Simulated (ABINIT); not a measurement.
**TaAgO3 (R3c): changed settings of a GW run in ABINIT**

A base run on TaAgO3 (R3c), then changed inputs.

Method: LDA and many-body steps on it, plane waves, in ABINIT 10.8.3.

## 1. The starting structure

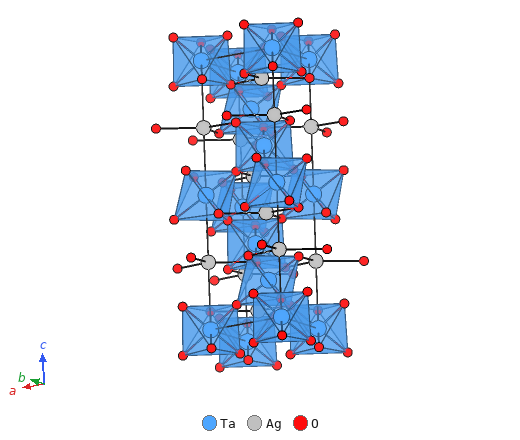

Start, viewed from a free direction; tantalum blue, silver light grey, oxygen red. This picture shows the conventional cell, with its axes. Some periodic images of atoms are drawn too.

As a file:

```cif
data_structure
_symmetry_space_group_name_H-M 'P 1'
_symmetry_Int_Tables_number 1
_cell_length_a 5.5758
_cell_length_b 5.5758
_cell_length_c 5.5758
_cell_angle_alpha 59.435
_cell_angle_beta 59.435
_cell_angle_gamma 59.435
_cell_volume 121.00
loop_
_atom_site_label
_atom_site_type_symbol
_atom_site_fract_x
_atom_site_fract_y
_atom_site_fract_z
_atom_site_occupancy
Ta1 Ta 0.00000 0.00000 0.00000 1
Ta2 Ta 0.50000 0.50000 0.50000 1
Ag3 Ag 0.24920 0.24920 0.24920 1
Ag4 Ag 0.74920 0.74920 0.74920 1
O5 O 0.81080 0.70090 0.24130 1
O6 O 0.24130 0.81080 0.70090 1
O7 O 0.70090 0.24130 0.81080 1
O8 O 0.74130 0.20090 0.31080 1
O9 O 0.20090 0.31080 0.74130 1
O10 O 0.31080 0.74130 0.20090 1
```

The cell and positions come from the Crystallography Open Database and are kept as given unless a step says otherwise. Spin-orbit coupling is left out unless a step names it.

## 2. Screening, 2×2×2 mesh, 117 bands, screening to 87.1 eV

This step: ABINIT 10.8.3; RPA screening on LDA, plane waves, norm-conserving pseudopotentials.

The RPA dielectric matrix is built and inverted for each q.

run.abi reads:

```
acell 3*1.0 Angstrom
rprim 
  2.764050000011 1.595825011582 4.571966666692
  -2.764050000011 1.595825011582 4.571966666692
  -0.000000000000 -3.191650023098 4.571966666716
ntypat 3
znucl 73 47 8
natom 10
typat 1 1 2 2 3 3 3 3 3 3
xred 
  -0.000000000000 -0.000000000000 0.000000000000
  0.500000000000 0.500000000000 0.500000000000
  0.249200000000 0.249200000000 0.249200000000
  0.749200000000 0.749200000000 0.749200000000
  0.810800000000 0.700900000000 0.241300000000
  0.241300000000 0.810800000000 0.700900000000
  0.700900000000 0.241300000000 0.810800000000
  0.741300000000 0.200900000000 0.310800000000
  0.200900000000 0.310800000000 0.741300000000
  0.310800000000 0.741300000000 0.200900000000
pp_dirpath "pseudos"
pseudos "Ta.upf, Ag.upf, O.upf"
ecut 39
ngkpt 2 2 2
nshiftk 1
shiftk 0 0 0
kptopt 1
chksymbreak 0
istwfk *1
occopt 1
irdwfk 1
optdriver 3
nband 117
ecuteps 3.2
inclvkb 2
awtr 1
symchi 1
indata_prefix "in"
outdata_prefix "out"
tmpdata_prefix "tmp"
```

Run with:

```console
OMP_NUM_THREADS=1 mpirun -n 4 abinit run.abi > log
```

What it wrote:

```text
.Version 10.8.3 of ABINIT. v10.8.2 released Aug 2026.

 Symmetries : space group R3 c (#161); Bravais hR (rhombohedral)
[... echo of the input left out ...]
== DATASET  1 ==================================================================
-   mpi_nproc: 4, omp_nthreads: 1 (-1 if OMP is not activated)

--- !DatasetInfo
iteration_state: {dtset: 1, }
dimensions: {natom: 10, nkpt: 4, mband: 117, nsppol: 1, nspinor: 1, nspden: 1, mpw: 9516, }
cutoff_energies: {ecut:  39.0, pawecutdg:  -1.0, }
electrons: {nelect:   1.00000000E+02, charge:   0.00000000E+00, occopt:   1.00000000E+00, tsmear:   1.00000000E-02, }

 SCREENING: Calculation of the susceptibility and dielectric matrices

 Based on a program developped by R.W. Godby, V. Olevano, G. Onida, and L. Reining.
 Incorporated in ABINIT by V. Olevano, G.-M. Rignanese, and M. Torrent.
.Using double precision arithmetic ; gwpc =  8

[... cell and pseudopotentials left out ...]
--------------------------------------------------------------------------------

 ==== K-mesh for the wavefunctions ====
 Number of points in the irreducible wedge :     4
[... list of points left out ...]
 Together with  6 symmetry operations and time-reversal symmetry
 yields     8 points in the full Brillouin Zone.

 ==== Q-mesh for the screening function ====
 Number of points in the irreducible wedge :     4
[... list of points left out ...]
 Together with  6 symmetry operations and time-reversal symmetry
 yields     8 points in the full Brillouin Zone.

 setmesh: FFT mesh size selected  =    40x   40x   40
          total number of points  =        64000

 vcoul_init : cutoff-mode = AUXILIARY_FUNCTION
 q-points for optical limit:   1
     1)      0.000010    0.000020    0.000030

- screening: taking advantage of time-reversal symmetry
- Maximum band index for partially occupied states nbvw = 50
- Remaining bands to be divided among processors   nbcw = 67
- Number of bands treated by each node ~16

 Number of electrons calculated from density =  100.0000; Expected =  100.0000
 average of density, n =  0.122467
 r_s =    1.2492
 omega_plasma =   33.7571 [eV]

 calculating chi0 at frequencies [eV] :
  1    0.000000E+00    0.000000E+00
  2    0.000000E+00    3.375706E+01

--------------------------------------------------------------------------------
  q-point number  1        q = ( 0.000000, 0.000000, 0.000000) [r.l.u.]
--------------------------------------------------------------------------------
[... chi0 elements left out ...]
 For q-point:  0.000010 0.000020 0.000030
  dielectric constant =   8.5650
  dielectric constant without local fields =   8.9109

  Average fulfillment of the sum rule on Im[epsilon] for q-point    1 :     35.16  [%]
[... wings left out ...]
  q-point number  2        q = ( 0.500000, 0.000000, 0.000000) [r.l.u.]
--------------------------------------------------------------------------------
[... chi0 elements left out ...]
  Average fulfillment of the sum rule on Im[epsilon] for q-point    2 :     42.46  [%]

 [... 2 further q-points ...]
```

The job ended after 96 s (4 MPI ranks of Intel Xeon 6975P-C (Granite Rapids), shared host; peak memory 2.3 GiB; 6.4 min of CPU time).

Numbers from this step:

```
ε∞ with local fields, on this mesh, along the program's q direction : 8.565
the same without local fields                                       : 8.911
plasma frequency                                                    : 33.76 eV
plane waves in the screening matrix                                 : 235
```

Local fields lower ε∞ by 4 %. On a Γ-centred mesh this coarse the value itself is usually too large, while a short band sum pulls it down.

## 3. Base

The self-energy is evaluated for the states that the input lists, and the levels follow from it, in one-shot runs by the linearised quasiparticle equation.

This step: G0W0 on LDA, plane waves, norm-conserving pseudopotentials.

Changes to run.abi since step 2:

```diff
@@ -31,8 +31,19 @@
 irdwfk 1
-optdriver 3
+optdriver 4
 nband 117
+gwcalctyp 0
+ecutsigx 39
+symsigma 1
+nkptgw 3
+kptgw 
+  0.5000000000 0.0000000000 0.0000000000
+  0.5000000000 0.5000000000 0.0000000000
+  0.0000000000 0.0000000000 0.0000000000
+bdgw 
+  49 52
+  49 52
+  49 53
 ecuteps 3.2
-inclvkb 2
-awtr 1
-symchi 1
+irdscr 1
+ppmodel 1
 indata_prefix "in"
```

What it wrote:

```text
.Version 10.8.3 of ABINIT. v10.8.2 released Aug 2026.

 Symmetries : space group R3 c (#161); Bravais hR (rhombohedral)
[... echo of the input left out ...]
== DATASET  1 ==================================================================
-   mpi_nproc: 4, omp_nthreads: 1 (-1 if OMP is not activated)

--- !DatasetInfo
iteration_state: {dtset: 1, }
dimensions: {natom: 10, nkpt: 4, mband: 117, nsppol: 1, nspinor: 1, nspden: 1, mpw: 9516, }
cutoff_energies: {ecut:  39.0, pawecutdg:  -1.0, }
electrons: {nelect:   1.00000000E+02, charge:   0.00000000E+00, occopt:   1.00000000E+00, tsmear:   1.00000000E-02, }

 SIGMA: Calculation of the GW corrections

 Based on a program developped by R.W. Godby, V. Olevano, G. Onida, and L. Reining.
 Incorporated in ABINIT by V. Olevano, G.-M. Rignanese, and M. Torrent.
.Using double precision arithmetic ; gwpc =  8

[... cell and pseudopotentials left out ...]
--------------------------------------------------------------------------------

 ==== K-mesh for the wavefunctions ====
 Number of points in the irreducible wedge :     4
[... list of points left out ...]
 Together with  6 symmetry operations and time-reversal symmetry
 yields     8 points in the full Brillouin Zone.

 ==== Q-mesh for screening function ====
 Number of points in the irreducible wedge :     4
[... list of points left out ...]
 Together with  6 symmetry operations and time-reversal symmetry
 yields     8 points in the full Brillouin Zone.

 vcoul_init : cutoff-mode = AUXILIARY_FUNCTION
 q-points for optical limit:   1
     1)      0.000010    0.000020    0.000030
 setmesh: FFT mesh size selected  =    60x   60x   60
          total number of points  =       216000

 Number of electrons calculated from density =  100.0000; Expected =  100.0000
 average of density, n =  0.122467
 r_s =    1.2492
 omega_plasma =   33.7571 [eV]

 === KS Band Gaps ===
  >>>> For spin  1
   Minimum direct gap =   2.0481 [eV], located at k-point      :   0.5000  0.5000  0.0000
   Fundamental gap    =   2.0243 [eV], Top of valence bands at :   0.5000  0.0000  0.0000
                                       Bottom of conduction at :   0.5000  0.5000  0.0000
 SIGMA fundamental parameters:
 PLASMON POLE MODEL  1
 number of plane-waves for SigmaX                 9481
 number of plane-waves for SigmaC and W            235
 number of plane-waves for wavefunctions          9481
 number of bands                                   117
 number of independent spin polarizations            1
 number of spinorial components                      1
 number of k-points in IBZ                           4
 number of q-points in IBZ                           4
 number of symmetry operations                       6
 number of k-points in BZ                            8
 number of q-points in BZ                            8
 number of frequencies for dSigma/dE                 9
 frequency step for dSigma/dE [eV]                0.25
 number of omega for Sigma on real axis              0
 max omega for Sigma on real axis  [eV]           0.00
 zcut for avoiding poles [eV]                     0.10

 EPSILON^-1 parameters (SCR file):
 dimension of the eps^-1 matrix on file            235
 dimension of the eps^-1 matrix used               235
 number of plane-waves for wavefunctions          9481
 number of bands                                   117
 number of q-points in IBZ                           4
 number of frequencies                               2
 number of real frequencies                          1
 number of imag frequencies                          1

 matrix elements of self-energy operator (all in [eV])

 Perturbative Calculation

--- !SelfEnergy_ee
iteration_state: {dtset: 1, }
kpoint     : [   0.500,    0.000,    0.000, ]
spin       : 1
KS_gap     :    3.530
QP_gap     :    5.468
Delta_QP_KS:    1.938
data: !SigmaeeData |
     Band     E0 <VxcDFT>   SigX SigC(E0)      Z dSigC/dE  Sig(E)    E-E0       E
       49   6.534 -23.117 -28.374   5.328   0.797  -0.255 -23.060   0.057   6.591
       50   6.534 -23.117 -28.374   5.328   0.797  -0.255 -23.060   0.057   6.591
       51  10.064 -14.959  -8.638  -3.922   0.832  -0.202 -12.964   1.995  12.059
       52  10.064 -14.959  -8.638  -3.922   0.832  -0.202 -12.964   1.995  12.059

--- !SelfEnergy_ee
iteration_state: {dtset: 1, }
kpoint     : [   0.500,    0.500,    0.000, ]
spin       : 1
KS_gap     :    2.048
QP_gap     :    4.054
Delta_QP_KS:    2.006
data: !SigmaeeData |
     Band     E0 <VxcDFT>   SigX SigC(E0)      Z dSigC/dE  Sig(E)    E-E0       E
       49   6.487 -23.221 -28.475   5.294   0.798  -0.253 -23.189   0.032   6.520
       50   6.510 -23.320 -28.643   5.349   0.798  -0.254 -23.299   0.021   6.532
[...]
--- !SelfEnergy_ee
iteration_state: {dtset: 1, }
kpoint     : [   0.000,    0.000,    0.000, ]
spin       : 1
KS_gap     :    2.209
QP_gap     :    3.597
Delta_QP_KS:    1.388
data: !SigmaeeData |
     Band     E0 <VxcDFT>   SigX SigC(E0)      Z dSigC/dE  Sig(E)    E-E0       E
[...]
51   8.631 -14.805  -9.472  -3.321   0.836  -0.196 -13.122   1.683  10.314
       52   8.757 -16.211 -10.392  -3.444   0.832  -0.202 -14.234   1.977  10.734
       53   8.757 -16.211 -10.392  -3.444   0.832  -0.202 -14.234   1.977  10.734

== END DATASET(S) ==============================================================
================================================================================

 -outvars: echo values of variables after computation  --------
           etotal      0.0000000000E+00
            nband         117
             nkpt           4
          spgroup         161
 [... the other variables as echoed above ...]

 Calculation completed.
```

Run time: 15 s. Hardware: 4 MPI ranks; peak memory 1.4 GiB; 59 s of CPU time.

This step gave:

```
G0W0 gap on the points computed              : 3.597 eV
starting gap on the mesh                     : 2.024 eV
k of the valence top                         : 0, 0, 0
k of the conduction bottom                   : 0, 0, 0
Z at the valence top                         : 0.785
Z at the conduction bottom                   : 0.836
least direct G0W0 gap on the computed points : 3.597 eV
```

The gap on the mesh goes from 2.02 eV to 3.60 eV, a correction of +1.57 eV.

## 4. Fewer bands in the self-energy

Changes to run.abi since step 3:

```diff
@@ -32,3 +32,3 @@
 optdriver 4
-nband 117
+nband 56
 gwcalctyp 0
```

What it wrote:

```text
.Version 10.8.3 of ABINIT. v10.8.2 released Aug 2026.

 Symmetries : space group R3 c (#161); Bravais hR (rhombohedral)
[... echo of the input left out ...]
== DATASET  1 ==================================================================
-   mpi_nproc: 4, omp_nthreads: 1 (-1 if OMP is not activated)

--- !DatasetInfo
iteration_state: {dtset: 1, }
dimensions: {natom: 10, nkpt: 4, mband: 56, nsppol: 1, nspinor: 1, nspden: 1, mpw: 9516, }
cutoff_energies: {ecut:  39.0, pawecutdg:  -1.0, }
electrons: {nelect:   1.00000000E+02, charge:   0.00000000E+00, occopt:   1.00000000E+00, tsmear:   1.00000000E-02, }

 SIGMA: Calculation of the GW corrections

 Based on a program developped by R.W. Godby, V. Olevano, G. Onida, and L. Reining.
 Incorporated in ABINIT by V. Olevano, G.-M. Rignanese, and M. Torrent.
.Using double precision arithmetic ; gwpc =  8

[... cell and pseudopotentials left out ...]
--------------------------------------------------------------------------------

 ==== K-mesh for the wavefunctions ====
 Number of points in the irreducible wedge :     4
[... list of points left out ...]
 Together with  6 symmetry operations and time-reversal symmetry
 yields     8 points in the full Brillouin Zone.

 ==== Q-mesh for screening function ====
 Number of points in the irreducible wedge :     4
[... list of points left out ...]
 Together with  6 symmetry operations and time-reversal symmetry
 yields     8 points in the full Brillouin Zone.

 vcoul_init : cutoff-mode = AUXILIARY_FUNCTION
 q-points for optical limit:   1
     1)      0.000010    0.000020    0.000030
 setmesh: FFT mesh size selected  =    60x   60x   60
          total number of points  =       216000

 Number of electrons calculated from density =  100.0000; Expected =  100.0000
[...]
number of plane-waves for wavefunctions          9481
 number of bands                                   117
 number of q-points in IBZ                           4
 number of frequencies                               2
 number of real frequencies                          1
 number of imag frequencies                          1

 matrix elements of self-energy operator (all in [eV])

 Perturbative Calculation

--- !SelfEnergy_ee
iteration_state: {dtset: 1, }
kpoint     : [   0.500,    0.000,    0.000, ]
spin       : 1
KS_gap     :    3.530
QP_gap     :    6.384
Delta_QP_KS:    2.854
data: !SigmaeeData |
     Band     E0 <VxcDFT>   SigX SigC(E0)      Z dSigC/dE  Sig(E)    E-E0       E
       49   6.534 -23.117 -28.374   6.096   0.808  -0.237 -22.439   0.679   7.213
       50   6.534 -23.117 -28.374   6.096   0.808  -0.237 -22.439   0.679   7.213
       51  10.064 -14.959  -8.638  -2.241   0.866  -0.155 -11.426   3.532  13.597
[...]
--- !SelfEnergy_ee
iteration_state: {dtset: 1, }
kpoint     : [   0.500,    0.500,    0.000, ]
spin       : 1
KS_gap     :    2.048
QP_gap     :    4.512
Delta_QP_KS:    2.464
data: !SigmaeeData |
     Band     E0 <VxcDFT>   SigX SigC(E0)      Z dSigC/dE  Sig(E)    E-E0       E
[...]
--- !SelfEnergy_ee
iteration_state: {dtset: 1, }
kpoint     : [   0.000,    0.000,    0.000, ]
spin       : 1
KS_gap     :    2.209
QP_gap     :    4.474
Delta_QP_KS:    2.266
data: !SigmaeeData |
     Band     E0 <VxcDFT>   SigX SigC(E0)      Z dSigC/dE  Sig(E)    E-E0       E
[...]
52   8.757 -16.211 -10.392  -2.321   0.852  -0.174 -13.231   2.981  11.737
       53   8.757 -16.211 -10.392  -2.321   0.852  -0.174 -13.231   2.981  11.737

== END DATASET(S) ==============================================================
================================================================================

 -outvars: echo values of variables after computation  --------
           etotal      0.0000000000E+00
            nband          56
             nkpt           4
          spgroup         161
 [... the other variables as echoed above ...]

 Calculation completed.
```

Elapsed: 12 s, on 4 MPI ranks; peak memory 1.4 GiB; 48 s of CPU time.

Numbers from this step:

| Quantity | Value |
| --- | --- |
| G0W0 gap on the points computed | 4.198 eV |
| starting gap on the mesh | 2.024 eV |
| k of the valence top | 0, 0, 0 |
| k of the conduction bottom | 0.5, 0.5, 0 |
| Z at the valence top | 0.799 |
| Z at the conduction bottom | 0.855 |
| least direct G0W0 gap on the computed points | 4.285 eV |

## 5. No symmetry in the self-energy

Changes to run.abi since step 4:

```diff
@@ -32,6 +32,6 @@
 optdriver 4
-nband 56
+nband 117
 gwcalctyp 0
 ecutsigx 39
-symsigma 1
+symsigma 0
 nkptgw 3
```

What it wrote:

```text
.Version 10.8.3 of ABINIT. v10.8.2 released Aug 2026.

 Symmetries : space group R3 c (#161); Bravais hR (rhombohedral)
[... echo of the input left out ...]
== DATASET  1 ==================================================================
-   mpi_nproc: 4, omp_nthreads: 1 (-1 if OMP is not activated)

--- !DatasetInfo
iteration_state: {dtset: 1, }
dimensions: {natom: 10, nkpt: 4, mband: 117, nsppol: 1, nspinor: 1, nspden: 1, mpw: 9516, }
cutoff_energies: {ecut:  39.0, pawecutdg:  -1.0, }
[...]
Band     E0 <VxcDFT>   SigX SigC(E0)      Z dSigC/dE  Sig(E)    E-E0       E
[...]
52   8.757 -16.211 -10.392  -3.444   0.832  -0.202 -14.235   1.977  10.733
       53   8.757 -16.211 -10.392  -3.444   0.832  -0.202 -14.234   1.977  10.734

== END DATASET(S) ==============================================================
================================================================================

 -outvars: echo values of variables after computation  --------
           etotal      0.0000000000E+00
            nband         117
             nkpt           4
          spgroup         161
 [... the other variables as echoed above ...]

 Calculation completed.
```

Elapsed: 19 s, on 4 MPI ranks; peak memory 1.5 GiB; 77 s of CPU time.

Numbers from this step:

```
G0W0 gap on the points computed              : 3.597 eV
starting gap on the mesh                     : 2.024 eV
k of the valence top                         : 0, 0, 0
k of the conduction bottom                   : 0, 0, 0
least direct G0W0 gap on the computed points : 3.597 eV
```

Against G0W0 in ABINIT (2×2×2 mesh, 117 bands, screening to 87.1 eV, Godby-Needs plasmon pole), the gap moves by +0.000 eV.

[end of part 1 of 3]

[Paths, hosts, dates, memory and timing lines, banners, echoed tables and standing remarks are left out of the program output.]

[Logs are printed without paths, hosts, clocks, repeated set-up lines and the standing remarks that a program may print on its own settings, such as how far it seeks lower states.]

[Runs of the session that timed out or met a known fault of the program may be left out.]

[Hosts, paths, dates, database ids (printed as entryN), source tags and the programs' standing remarks are cut or masked in the printed files.]

[G0W0 gaps are taken among the corrected bands and points alone; a level outside them can change the order at an edge.]

[Where Ansatz stands beside ABINIT at settings called matched, ABINIT's density can come from a denser mesh and the files from another edition; pairs whose starting gaps differed by over 0.03 eV were left out, so agreement reads better than it is.]
